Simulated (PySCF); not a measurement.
Vertical excitations of a molecule C3H7BO2 from TDA-PBE/def2-SVPD run with PySCF 2.14.0, as energy in eV (oscillator strength): 5.29 (0.002), 5.59 (0.032), 6.01 (0.001), 6.15 (0.001), 6.18 (0.014), 6.72 (0.004), 6.72 (0.001), 6.95 (0.020), 6.97 (0.010), 7.09 (0.041). Lowest triplet (TDA): 5.09 eV. Geometry optimised at r2SCAN-D4/def2-SVP. The values are those of a single conformer.

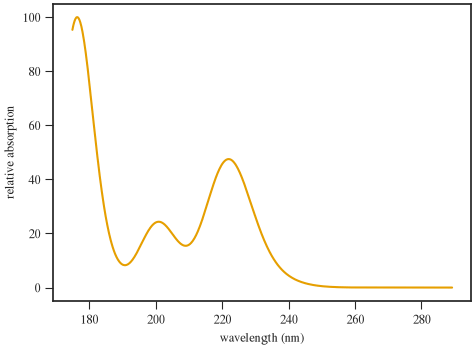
Figure: The lines broadened by 0.4 eV.

### Question
Which structure fits?
A. OB1CC(O)C1
B. CB1COCO1
C. CB(O)CC=O
D. C=CCB(O)O

### Answer
A, OB1CC(O)C1
